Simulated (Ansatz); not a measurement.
# How fast states decay through LiCaBr3, part 3 of 3

Wanted: the relaxed cell of LiCaBr3, its band edges and its decay constants. It is built by putting Li for Rb in the RbCaBr3 structure of space group Cm, with the volume rescaled by atomic radii. The parent structure comes from the Materials Project.

Ansatz 0.2.0; PBE DFT, plane waves, PAW files (the session's first sound run).

So far, gap on the k-mesh (eV): step 3 (the bulk crystal and its band edges) 4.17; step 4 (complex bands, plane (010), k-mesh 4×6×6) 4.17.

The structure was built from a prototype and need not be the compound's stable phase.

### Step 6. Band edges at another level

This step: PBE DFT, plane waves, PAW files, spin-orbit coupling (Ansatz 0.2.0).

The edges again with spin-orbit coupling, at the same atoms.

input.yaml reads:

```yaml
crystal:
  lattice:
    - [4.2133791495, -3.9891740447, -0.1565221688]
    - [4.2133791495, 3.9891740447, -0.1565221688]
    - [-0.2304673696, 0.0, 5.7990397982]
  atoms:
    - { symbol: Li, position: [0.8333976026, 0.8333976026, 1.1527559014] }
    - { symbol: Ca, position: [0.5223477576, 0.5223477576, 0.463834644] }
    - { symbol: Br, position: [0.5558274853, 1.0280025858, 0.4307838656] }
    - { symbol: Br, position: [0.5557035687, 0.5557035687, 0.9585517235] }
    - { symbol: Br, position: [1.0280025858, 0.5558274853, 0.4307838656] }
kpoints:
  mp_grid: { grid: [4, 4, 4] }
  band_path: { path: [VBM, CBM], npoints: 30 }
scf:
  occupations: { method: fixed }
hamiltonian:
  xc: pbe
  pseudopotentials: { kind: paw_fr }
output:
  eigenvalues: true
magnetization:
  noncollinear: true
  spin_orbit: true
```

Started as:

```
$ ansatz run input.yaml --threads 2 --pin off --max-ram 4096MiB --backend cpu --events-out ev --progress --plain --runs-dir out
```

Numbers of over 12 decimals in the logs are rounded to 6 here.

What it wrote:

```text
[...]
non-collinear run that drives no moment, with spin-orbit: no starting moment large enough to seed its density (crystal.atoms[].spin), no starting occupations that ask for one, no magnetisation constraint and no magnetic field, so the semilocal B_xc is pinned to zero
Crystal: 5 atoms, lattice volume = 194.652 Å³
Basis set: ecut = 420 eV, 3803 PW (Γ)
Bands: 44, of which v1, the nominal top of the filled ones, is band 34 counted from 1 (33 counted from 0)
Symmetry: 2 space group operations + 2 with time reversal
[...]
k-points: 24 of 64 (time reversal used)
Projection manifold: j_resolved (fully-relativistic pseudo-atomic orbitals)
[...]
SCF iter   1: F=—  HF=-10383.082173 eV  |F-HF|=—  |Δ(HF+E_count)|=         —  Δρ=4.04e-2  dr2=6.66e0  dr2_m=0.00e0 (ungated)  ethr=3.10e-3  |M|=0.00e0 ∫|m|=0.00e0 μB  |m|>n=0.0e0 m-floor=0.0e0 τ_xc=0.0e0  β_m=0.30  ⟨swp⟩=10.6  Hψ=8066  notcnv=0  defer=152
[...]
spin=Noncollinear: Resta preconditioning applied to the charge; magnetization (m_x, m_y, m_z) channels mix plain (no charge-response kernel on spin).
SCF iter   2: F=—  HF=-10381.545936 eV  |F-HF|=—  |Δ(HF+E_count)|=    1.54e0  Δρ=1.96e-2  dr2=1.74e0  dr2_m=0.00e0 (ungated)  ethr=3.10e-3  |M|=0.00e0 ∫|m|=0.00e0 μB  |m|>n=0.0e0 m-floor=0.0e0 τ_xc=0.0e0  β_m=0.43  ⟨swp⟩=5.3  Hψ=2804  notcnv=0  defer=121
[...]
SCF iter  10: F=-10380.932809 eV  HF=-10380.932809 eV  |F-HF|=2.72e-8  |Δ(HF+E_count)|=   2.46e-7  Δρ=2.47e-6  dr2=3.30e-8  dr2_m=0.00e0 (ungated)  ethr=2.94e-10  |M|=0.00e0 ∫|m|=0.00e0 μB  |m|>n=0.0e0 m-floor=0.0e0 τ_xc=0.0e0  ⟨swp⟩=19.2  Hψ=6548  notcnv=0
SCF 1 converged in 10 iterations: F = -10380.932809 eV  dr2 = 3.30e-8
[...]
SCF converged after 10 iterations
Magnetization: |M| = 0.0000 μB,  M = (+0.0000, +0.0000, +0.0000) μB
Absolute magnetization: 0.0000 μB (∫|m|)
  site 0: m = (+0.0000, +0.0000, +0.0000) μB, |m| = 0.0000 μB  (R = 1.04 Å)
  site 1: m = (+0.0000, +0.0000, +0.0000) μB, |m| = 0.0000 μB  (R = 1.18 Å)
  site 2: m = (+0.0000, +0.0000, +0.0000) μB, |m| = 0.0000 μB  (R = 1.04 Å)
  site 3: m = (+0.0000, +0.0000, +0.0000) μB, |m| = 0.0000 μB  (R = 1.04 Å)
  site 4: m = (+0.0000, +0.0000, +0.0000) μB, |m| = 0.0000 μB  (R = 1.04 Å)
Free energy (F): -10380.932809 eV
[...]
Internal energy: -10380.932809 eV  (E = F + TS)
E sigma→0 (E₀):  -10380.932809 eV
Fermi energy:    -0.069942 eV
[...]
--- Band table (eV; the first three rows and the last of 24) ---
  k-point 0: bands = [... 30 lower, -0.4302, -0.4302, -0.3631, -0.3631, 4.0629, 4.0629, 4.5519, 4.5519, ... 6 higher]
  k-point 1: bands = [... 30 lower, -0.5932, -0.5708, -0.4330, -0.4317, 4.4799, 4.4861, 4.7018, 4.7058, ... 6 higher]
  k-point 2: bands = [... 30 lower, -0.7184, -0.7184, -0.4461, -0.4461, 4.6534, 4.6534, 5.1569, 5.1569, ... 6 higher]
  k-point 23: bands = [... 30 lower, -0.3130, -0.3130, -0.0699, -0.0699, 5.2049, 5.2049, 5.8558, 5.8558, ... 6 higher]
```

The job ended after 3.2 min (2 threads of Arm Neoverse V2, shared host; peak memory 0.86 GiB; 6.4 min of CPU time).

Numbers from this step:

```
free energy         : -10380.9328 eV
Fermi energy        : -0.06994 eV
gap on the k-mesh   : 4.133 eV
gap on path         : 4.133 eV, by band count; negative where bands overlap
direct gap on path  : 4.426 eV
edge places on path : 0, 0.8832 1/A along the path
```

The electronic bands at the labelled points (eV, zero at the Fermi level (highest filled level under fixed occupations); v1 is the highest filled band, c1 the lowest empty one):

```tsv
point	v4	v3	v2	v1	c1	c2	c3	c4
VBM	-0.24	-0.24	0.00	0.00	5.27	5.28	5.92	5.93
CBM	-0.36	-0.36	-0.29	-0.29	4.13	4.13	4.62	4.62
```

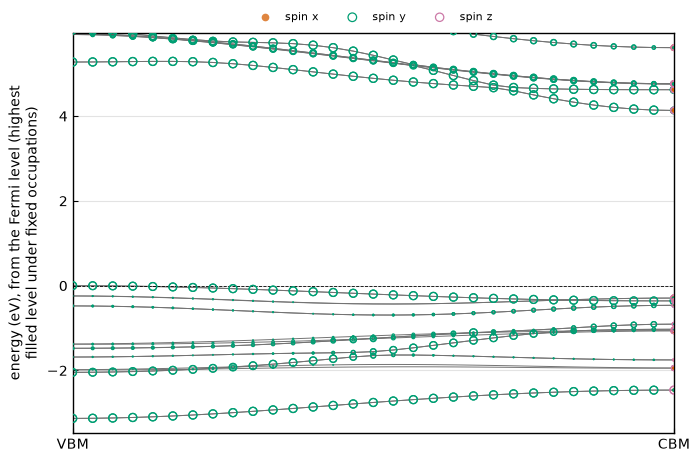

Electronic bands along the path; dots are coloured as in the legend, and their area grows with the weight.

The searched edges give 4.13 eV, as on the mesh.

### Step 7. Complex bands at another level

This step: PBE DFT, plane waves, PAW files, spin-orbit coupling; complex bands by layer matching along the plane's normal (Ansatz 0.2.0).

The complex bands at that level, over its own gap, at (0, 0) and (0.4896, 0).

input.yaml reads:

```yaml
crystal:
  lattice:
    - [5.803617647, 0.0, 0.0]
    - [-0.647432278, 8.407680039, 0.0]
    - [-0.323716139, 4.203840019, 3.989174045]
  atoms:
    - { symbol: Li, position: [0.1527559014, 0.8333976026, 0.0] }
    - { symbol: Ca, position: [0.463834644, 0.5223477576, 0.0] }
    - { symbol: Br, position: [0.4307838656, 0.5558274853, 0.4721751005] }
    - { symbol: Br, position: [0.9585517235, 0.5557035687, 0.0] }
    - { symbol: Br, position: [0.4307838656, 0.0280025858, 0.5278248995] }
kpoints:
  mp_grid: { grid: [4, 6, 6] }
scf:
  occupations: { method: fixed }
hamiltonian:
  xc: pbe
  pseudopotentials: { kind: paw_fr }
output:
  eigenvalues: true
  transmission:
    leads: [[0, 0]]
    kpoints: [[0.0, 0.0], [0.4896, 0.0]]
    e_range: [-1.0, 5.13]
    de: 0.1
magnetization:
  noncollinear: true
  spin_orbit: true
```

What it wrote:

```text
Engine: ansatz 0.2.0, aarch64-unknown-linux-gnu
Pseudopotentials: kind: paw_fr
Pseudopotential: Li, paw_fr, valence charge 3, recommended cutoff 420 eV (normal), Li.paw.azcp#standard-fr
Pseudopotential: Ca, paw_fr, valence charge 10, recommended cutoff 420 eV (normal), Ca.paw.azcp#standard-fr
Pseudopotential: Br, paw_fr, valence charge 7, recommended cutoff 420 eV (normal), Br.paw.azcp#standard-fr
Functional definition: PBE
  parameter kappa = 0.804
  parameter beta = 0.066725
  exchange = pbe_x(kappa = kappa, mu = beta*pi^2/3)
  correlation = pbe_c(beta = beta)
non-collinear run that drives no moment, with spin-orbit: no starting moment large enough to seed its density (crystal.atoms[].spin), no starting occupations that ask for one, no magnetisation constraint and no magnetic field, so the semilocal B_xc is pinned to zero
Crystal: 5 atoms, lattice volume = 194.652 Å³
Basis set: ecut = 420 eV, 3803 PW (Γ)
Bands: 44, of which v1, the nominal top of the filled ones, is band 34 counted from 1 (33 counted from 0)
Symmetry: 2 space group operations + 2 with time reversal
Magnetic group: BNS 8.33 (UNI 40), of the structure as read, at distance tolerance 5.8e-5 Å
k-points: 47 of 144 (time reversal used)
Projection manifold: j_resolved (fully-relativistic pseudo-atomic orbitals)
Non-local potential: Li, projectors of the file, l = 0: 3, l = 1: 4, l = 2: 2
Non-local potential: Ca, projectors of the file, l = 0: 3, l = 1: 4, l = 2: 4
Non-local potential: Br, projectors of the file, l = 0: 2, l = 1: 4, l = 2: 4
PAW form: soft (Blöchl's): semilocal exchange-correlation on the pseudo side does not see the compensation charge
PAW one-centre angular grid: Li, 110 points (default); XC on 64 Gauss nodes
PAW one-centre angular grid: Ca, 110 points (default); XC on 64 Gauss nodes
PAW one-centre angular grid: Br, 110 points (default); XC on 64 Gauss nodes
Initial density: superposition of atomic densities (chi_scale 0.1, normalization cell, long waves kept (reshape's long-wave potential 0.01 eV rms))
Initial wavefunctions: pseudopotential atomic-orbital guess
Functional: x = pbe(κ = 0.804, μ = 0.219515), c = pbe(β = 0.066725)
SCF iter   1: F=—  HF=-10383.082398 eV  |F-HF|=—  |Δ(HF+E_count)|=         —  Δρ=4.04e-2  dr2=6.66e0  dr2_m=0.00e0 (ungated)  ethr=3.10e-3  |M|=0.00e0 ∫|m|=0.00e0 μB  |m|>n=0.0e0 m-floor=0.0e0 τ_xc=0.0e0  β_m=0.30  ⟨swp⟩=12.7  Hψ=16560  notcnv=0  defer=301
preconditioner: auto → Resta (q_TF=auto, 2.040 Å⁻¹)  ε∞=3.3  [insulator: Δε(μ)=1.623 eV  Ē_g=8.613 eV  n_scr=26 (ndim 8)  ℏωp=13.0 eV  f_vac=0.128  ε∞_Penn≈3.3]
spin=Noncollinear: Resta preconditioning applied to the charge; magnetization (m_x, m_y, m_z) channels mix plain (no charge-response kernel on spin).
[...]
SCF iter   7: F=—  HF=-10380.932995 eV  |F-HF|=—  |Δ(HF+E_count)|=   1.28e-4  Δρ=7.05e-5  dr2=1.57e-5  dr2_m=0.00e0 (ungated)  ethr=5.71e-7  |M|=0.00e0 ∫|m|=0.00e0 μB  |m|>n=0.0e0 m-floor=0.0e0 τ_xc=0.0e0  β_m=0.94  ⟨swp⟩=3.3  Hψ=3733  notcnv=0  defer=285
SCF iter   8: F=—  HF=-10380.932914 eV  |F-HF|=—  |Δ(HF+E_count)|=   8.09e-5  Δρ=2.77e-5  dr2=2.75e-6  dr2_m=0.00e0 (ungated)  ethr=4.63e-8  |M|=0.00e0 ∫|m|=0.00e0 μB  |m|>n=0.0e0 m-floor=0.0e0 τ_xc=0.0e0  β_m=0.95  ⟨swp⟩=2.1  Hψ=3605  notcnv=0  defer=284
SCF iter   9: F=—  HF=-10380.932912 eV  |F-HF|=—  |Δ(HF+E_count)|=   2.34e-6  Δρ=9.76e-6  dr2=4.41e-7  dr2_m=0.00e0 (ungated)  ethr=8.08e-9  |M|=0.00e0 ∫|m|=0.00e0 μB  |m|>n=0.0e0 m-floor=0.0e0 τ_xc=0.0e0  β_m=0.98  ⟨swp⟩=2.0  Hψ=3169  notcnv=0  defer=282
SCF iter  10: F=-10380.932911 eV  HF=-10380.932911 eV  |F-HF|=2.40e-8  |Δ(HF+E_count)|=   2.29e-7  Δρ=2.32e-6  dr2=2.87e-8  dr2_m=0.00e0 (ungated)  ethr=2.94e-10  |M|=0.00e0 ∫|m|=0.00e0 μB  |m|>n=0.0e0 m-floor=0.0e0 τ_xc=0.0e0  ⟨swp⟩=18.6  Hψ=13051  notcnv=0
SCF 1 converged in 10 iterations: F = -10380.932911 eV  dr2 = 2.87e-8
[...]
SCF converged after 10 iterations
Magnetization: |M| = 0.0000 μB,  M = (+0.0000, +0.0000, +0.0000) μB
Absolute magnetization: 0.0000 μB (∫|m|)
  site 0: m = (+0.0000, +0.0000, +0.0000) μB, |m| = 0.0000 μB  (R = 1.04 Å)
  site 1: m = (+0.0000, +0.0000, +0.0000) μB, |m| = 0.0000 μB  (R = 1.18 Å)
  site 2: m = (+0.0000, +0.0000, +0.0000) μB, |m| = 0.0000 μB  (R = 1.04 Å)
  site 3: m = (+0.0000, +0.0000, +0.0000) μB, |m| = 0.0000 μB  (R = 1.04 Å)
  site 4: m = (+0.0000, +0.0000, +0.0000) μB, |m| = 0.0000 μB  (R = 1.04 Å)
Free energy (F): -10380.932911 eV
Harris-Foulkes:  -10380.932911 eV  (|F-HF|=2.40e-8)
Internal energy: -10380.932911 eV  (E = F + TS)
E sigma→0 (E₀):  -10380.932911 eV
Fermi energy:    -0.070000 eV
--- Per-component energies (eV) ---
  E_band       = -395.958454
  E_kinetic    = 700.276559
  E_local      = -2304.413774  (includes V_loc(G=0)·N_el)
  E_nonlocal   = 241.117642
  E_hartree    = 788.117431
  E_xc         = -942.724452
  E_vxc        = -497.203903  (∫ρ·V_xc dr)
  E_paw        = -7620.220327  (= ΣΔE_a)
  E_vpaw       = -111.965199  (= ΣTr[D̂ρ^β])
  E_aug_tail   = 0.000011  (compensation charges beyond the density's cutoff)
  E_ewald      = -1243.086001
  E_smearing   = -0.000000  (= −TS)
  E_closure    = 0.000000  (closes the sum)
  Σ components = -10380.932911   (vs F -10380.932911, Δ=0.00e0)
--- Band table (eV; the first three rows and the last of 47) ---
  k-point 0: bands = [... 30 lower, -0.4302, -0.4302, -0.3632, -0.3632, 4.0613, 4.0613, 4.5520, 4.5520, ... 6 higher]
  k-point 1: bands = [... 30 lower, -0.6003, -0.5357, -0.4998, -0.4697, 4.4192, 4.4267, 4.7840, 4.7989, ... 6 higher]
  k-point 2: bands = [... 30 lower, -0.7679, -0.7324, -0.4504, -0.4259, 4.9718, 4.9741, 5.1618, 5.1690, ... 6 higher]
  k-point 46: bands = [... 30 lower, -0.5877, -0.5773, -0.2857, -0.2762, 5.0831, 5.0863, 5.3626, 5.3655, ... 6 higher]
Error: transmission: the layers need 4.88 GiB and 3.61 GiB are left: raise the memory limit; a lower cutoff, a narrower range of energies or a smaller cross-section takes less, and so, most of all in a narrow cell, do fewer energies or wavevectors
```

Wall time 80 s (2 threads); peak memory 1.1 GiB.

The run ended with an error after its SCF cycle had converged; no result of it is taken.

The program's message: “Error: transmission: the layers need 4.88 GiB and 3.61 GiB are left: raise the memory limit; a lower cutoff, a narrower range of energies or a smaller cross-section takes less, and so, most of all in …”

### Step 8. The same cell, other settings

This step: PBE DFT, plane waves, PAW files; complex bands by layer matching along the plane's normal; changed: scf.initial_density.chi_scale = 0.0, crystal.symmetry = {"detect": false} (Ansatz 0.2.0).

This run repeats an earlier one, its twin (the complex run, plane (010)), with two settings changed (crystal.symmetry.detect, scf.initial_density.chi_scale; files written aside). It is meant to test whether the numerical route changes the result or only the time. Where the input is shown as a difference, that is against the step before, not the twin.

input.yaml, as its differences from that of step 7:

```diff
@@ -11,2 +11,3 @@
     - { symbol: Br, position: [0.4307838656, 0.0280025858, 0.5278248995] }
+  symmetry: { detect: false }
 kpoints:
@@ -15,5 +16,5 @@
   occupations: { method: fixed }
+  initial_density: { chi_scale: 0.0 }
 hamiltonian:
   xc: pbe
-  pseudopotentials: { kind: paw_fr }
 output:
@@ -22,7 +23,4 @@
     leads: [[0, 0]]
-    kpoints: [[0.0, 0.0], [0.4896, 0.0]]
-    e_range: [-1.0, 5.13]
+    kpoints: [[0.0, 0.0], [-0.5, 0.0]]
+    e_range: [-1.0, 5.17]
     de: 0.1
-magnetization:
-  noncollinear: true
-  spin_orbit: true
```

What it wrote:

```text
[...]
Crystal: 5 atoms, lattice volume = 194.652 Å³
Basis set: ecut = 420 eV, 3803 PW (Γ)
Bands: 22, of which v1, the nominal top of the filled ones, is band 17 counted from 1 (16 counted from 0)
Symmetry: 1 space group operations
k-points: 76 of 144 (time reversal used)
[...]
SCF iter   1: F=—  HF=-10380.160149 eV  |F-HF|=—  |Δ(HF+E_count)|=         —  Δρ=1.75e-2  dr2=1.46e0  ethr=3.10e-3  ⟨swp⟩=6.2  Hψ=8532  notcnv=0  defer=181
[...]
SCF iter   8: F=-10379.822308 eV  HF=-10379.822308 eV  |F-HF|=2.04e-8  |Δ(HF+E_count)|=   1.80e-7  Δρ=1.83e-6  dr2=9.61e-9  ethr=2.94e-10  ⟨swp⟩=13.8  Hψ=9574  notcnv=0
SCF 1 converged in 8 iterations: F = -10379.822308 eV  dr2 = 9.61e-9
[...]
transmission: 8 of 16 steps passed
transmission: 16 of 16 steps passed
SCF converged after 8 iterations
Free energy (F): -10379.822308 eV
[...]
Internal energy: -10379.822308 eV  (E = F + TS)
E sigma→0 (E₀):  -10379.822308 eV
Fermi energy:    -0.106931 eV
[...]
--- Band table (eV; the first three rows and the last of 76) ---
  k-point 0: bands = [... 13 lower, -0.8431, -0.5251, -0.5244, -0.4645, 4.0615, 4.5514, 4.6881, 4.6894, ... 1 higher]
  k-point 1: bands = [... 13 lower, -0.8920, -0.8317, -0.6206, -0.5508, 4.4230, 4.7910, 4.8264, 4.9845, ... 1 higher]
  k-point 2: bands = [... 13 lower, -1.1005, -0.9052, -0.8132, -0.4760, 4.9729, 5.1653, 5.4072, 5.4778, ... 1 higher]
  k-point 75: bands = [... 13 lower, -1.2156, -1.0109, -0.8677, -0.2864, 5.2812, 5.3875, 5.4611, 5.8093, ... 1 higher]
--- Transmission ---
  basis      : 429 plane waves across, 8 finite elements along
  points     : 2, as listed
[...]
crystal 0  : Li1Ca1Br3, at the sites [0, 0], period 3.9892 Å: whole cells are its period
[...]
channels       : 0.000000e0 a spin
[...]
slowest decay  : 0.3323 /Å at (0.0000, 0.0000)
```

Run time: 2.8 min. Hardware: 2 threads; peak memory 1.5 GiB; 4.9 min of CPU time.

Numbers from this step:

```yaml
free_energy: -10379.8223 eV
fermi_energy: -0.1069 eV
gap_on_the_k_mesh: 4.168 eV
```

K parallel (0, 0); values up to 1.5 1/Å, a degenerate pair printed once or twice; energies at which all values exceed this have no row. Im kz of the slowest decaying states against energy, zero at the highest filled level on the SCF mesh:

```tsv
energy (eV)	decay 1 (Å⁻¹)	decay 2 (Å⁻¹)	decay 3 (Å⁻¹)	decay 4 (Å⁻¹)
-1.000	0.0581	0.0779	0.217	0.468
-0.500	0.110	0.468	0.578	0.848
0.000	0.202	0.213	0.370	0.453
0.500	0.282	0.337	0.478	0.577
1.000	0.316	0.396	0.523	0.658
1.500	0.331	0.430	0.541	0.671
2.000	0.333	0.448	0.543	0.648
2.500	0.323	0.457	0.533	0.616
3.000	0.299	0.458	0.508	0.571
3.500	0.253	0.453	0.462	0.509
4.000	0.146	0.381	0.421	0.441
4.500	0.210	0.267	0.325	0.354
5.000	0.278	0.394	0.526	0.547
```

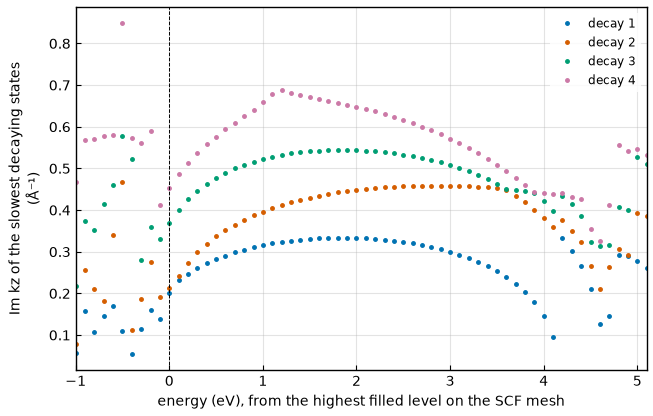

Im kz of the slowest decaying states against energy.

K parallel (-0.5, 0); values up to 1.5 1/Å, a degenerate pair printed once or twice; energies at which all values exceed this have no row. Table of Im kz of the slowest decaying states by energy, zero at the highest filled level on the SCF mesh:

```tsv
energy (eV)	decay 1 (Å⁻¹)	decay 2 (Å⁻¹)	decay 3 (Å⁻¹)	decay 4 (Å⁻¹)
-1.000	0.244	0.338	0.468	0.910
-0.500	0.0276	0.493	0.539	0.869
0.000	0.00172	0.227	0.288	0.567
0.500	0.299	0.323	0.480	0.609
1.000	0.335	0.387	0.593	0.615
1.500	0.353	0.421	0.613	0.659
2.000	0.359	0.439	0.602	0.692
2.500	0.355	0.447	0.585	0.688
3.000	0.342	0.446	0.560	0.652
3.500	0.319	0.439	0.527	0.599
4.000	0.282	0.424	0.482	0.511
4.500	0.213	0.391	0.397	0.411
5.000	0.181	0.295	0.319	0.393
```

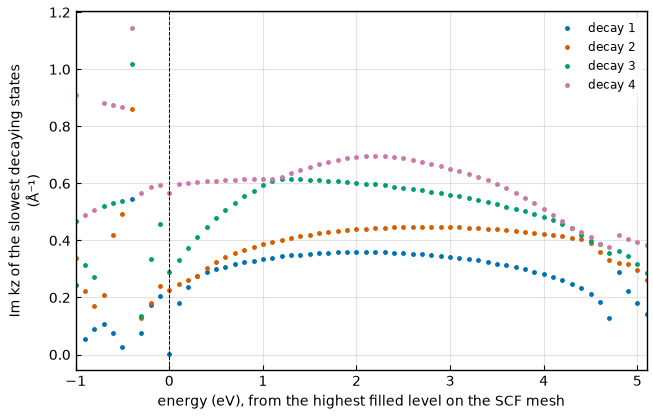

Im kz of the slowest decaying states, plotted against energy.

The least decay constant is 0.332 Å⁻¹ against 0.332 Å⁻¹ in the twin: no change within 1 %, at 0.73 times the CPU time.

### Step 9. Summary of results

```yaml
band_gap: 4.17 eV
least_decay_constant_at_mid_gap_normal_to_010: 0.332 Å⁻¹
least_decay_constant_on_a_mesh_normal_to_010: 0.333 Å⁻¹
```

In words: With PBE, the slowest decay at the wavevectors tried is κ = 0.332 Å⁻¹, normal to (010). Through such a film the transmission near mid-gap falls as exp(−2κd), a factor of ten every 3.5 Å. A free electron under a barrier of half the gap would need a mass of 0.20 mₑ to decay at this rate. The compound is made up by substitution; its stability against other phases and against distortions of the cell's symmetry was not tested. A semilocal functional narrows gaps, so real decay constants are likely larger.

[Logs are printed without paths, hosts, clocks, repeated set-up lines and the standing remarks that a program may print on its own settings, such as how far it seeks lower states.]

[Hosts, paths, dates, database ids (printed as entryN), source tags and the programs' standing remarks are cut or masked in the printed files.]

[New means built here by substitution; the compound itself may be known and measured.]
